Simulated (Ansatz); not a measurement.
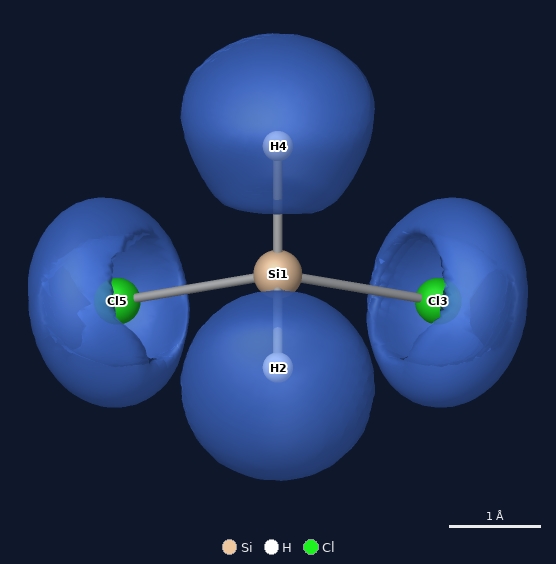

The picture shows: Cl2H2Si. Isosurface of the electron localisation function at 0.85 (blue), seen from one side. Core shells and regions of very low density are left out.

Method: RKS PBE0/6-31G (Ansatz 0.2.0).

```yaml
atoms:
  - { symbol: Si, position_ang: [-0.0088, 0.0159, 0.0132] }
  - { symbol: H, position_ang: [0.0300, -0.0516, 1.5019] }
  - { symbol: Cl, position_ang: [2.0329, 0.0268, -0.7014] }
  - { symbol: H, position_ang: [-0.6975, 1.2089, -0.5566] }
  - { symbol: Cl, position_ang: [-1.0390, -1.7468, -0.7019] }
```

Q: Where are the electrons localised?

A: At this value the surface marks out two regions around hydrogen nuclei and two regions wrapped around Cl (its lone pairs, merged into a ring or cap). Along the contacts the grid gives the following. Si–Cl (2.16 Å): the ELF peaks at about 0.80 between the atoms (a polar covalent bond). Si–H (1.49 Å): the ELF climbs to about 1 towards the hydrogen, as it does in any bond to H.
